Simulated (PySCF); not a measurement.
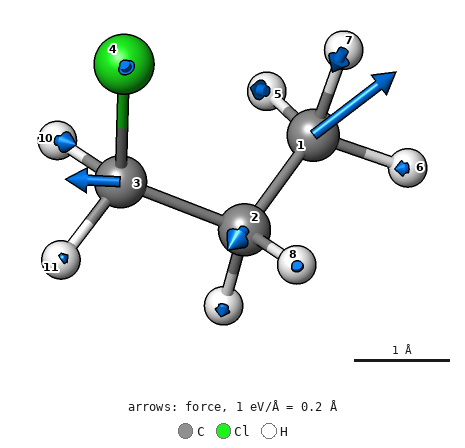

Starting geometry of C3H7Cl with the computed forces as blue arrows. Style: ball-and-stick. Shown at a tilt.

The start comes from MMFF94s. Its atoms were then displaced at random by about 0.03 Å.

These are results of PBE0-D3(BJ)/def2-SVP geometry optimisation, gas phase in PySCF 2.14.0, density-fitted response routines, not measurements. 

Is this structure relaxed? If not, where do the atoms go?

It isn't relaxed: the largest force vector, on a C atom, is 5.55 eV/Å. The final displacements follow the starting forces only in part (cosine between the two patterns 0.55). After 8 geometry steps the energy has fallen by 42.5 kJ/mol. The Cl atom moves most after the best rigid fit: 0.12 Å. By element the largest moves are Cl 0.12 Å, C 0.10 Å, H 0.08 Å. Near-neighbour distances that change, for instance: C–C 1.428 → 1.519 Å, C–H 1.161 → 1.100 Å, C–Cl 1.832 → 1.794 Å, C–C 1.482 → 1.514 Å. Bond angles that change, for instance: H–C–H 101.5° → 108.1°, C–C–H 117.6° → 111.3°, H–C–H 112.4° → 106.3°. The run took 24 s on 1 thread of Arm Neoverse V1 (shared host).
